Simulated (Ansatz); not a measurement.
Consider BiOs.

```
Os Bi
1.0
     5.54235    0.00000    0.00000
     0.00000    5.54235    0.00000
     0.00000    0.00000    5.54235
Os Bi
4 4
Direct
  0.50000 0.00000 0.00000
  0.00000 0.50000 0.00000
  0.00000 0.00000 0.50000
  0.50000 0.50000 0.50000
  0.00000 0.00000 0.00000
  0.50000 0.50000 0.00000
  0.50000 0.00000 0.50000
  0.00000 0.50000 0.50000
```

Space group Fm-3m; started from the rocksalt prototype, which need not be the ambient phase; computed without spin polarisation.

The calculation used DFT r2SCAN, scalar-relativistic, plane waves, PAW in Ansatz.

Question: Predict the valence pseudo-density and electron localisation function between the atoms.

Answer: Bi–Os (2.77 Å): the density is about 0.4 e/Å³ at the midpoint; the ELF is about 0.40 at the midpoint.
Bader's partition of the density gives Os −0.40 and Bi +0.40 e.

Question: What Bader charges does the calculation give?

Answer: Electrons move from Bi towards Os. Bader charges: Os −0.40 and Bi +0.40 e.

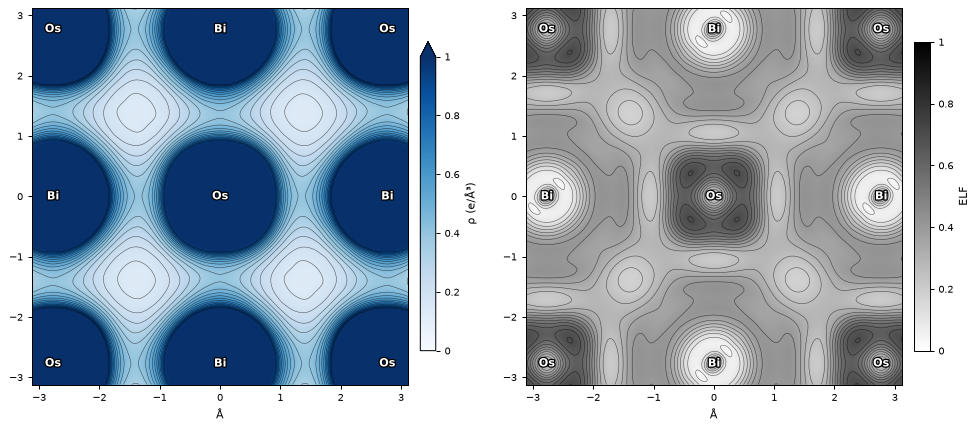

Computed valence pseudo-density and electron localisation function on the (100) plane of the conventional cell, in this order. 

Core electrons are frozen (PAW), and the valence fields are smoothed inside the atomic spheres.
